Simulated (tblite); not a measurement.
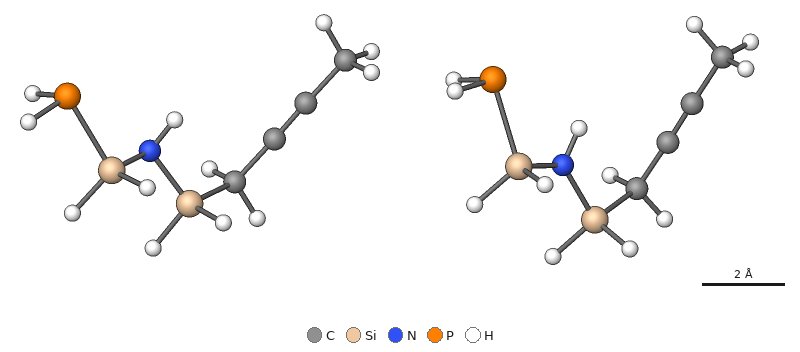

Two geometries of C₄H₁₂NPSi₂, drawn at one scale. One is the start of a relaxation, the other its converged end. The picture is a ball-and-stick view, seen at a tilt.

Level of theory: tblite 0.8.0, GFN2-xTB geometry optimisation, gas phase. 

Which of the two is the end point?

The right one is the relaxed one. An H atom moves most after the best rigid fit: 1.00 Å. Largest moves by element: H 1.00 Å, P 0.78 Å, C 0.65 Å, N 0.48 Å, Si 0.44 Å. Among the contacts that change: Si–Si 2.787 → 3.104 Å, N–Si 1.685 → 1.724 Å, P–Si 2.202 → 2.240 Å, C–Si 1.876 → 1.909 Å. Among the angles between lasting bonds that change: Si–N–Si 110.5° → 127.9°, Si–N–H 108.6° → 115.9°, Si–N–H 108.5° → 114.5°. Over 139 geometry steps the energy falls by 0.456 eV. Cost: 1.4 s on 1 thread of Arm Neoverse V1 (shared host).
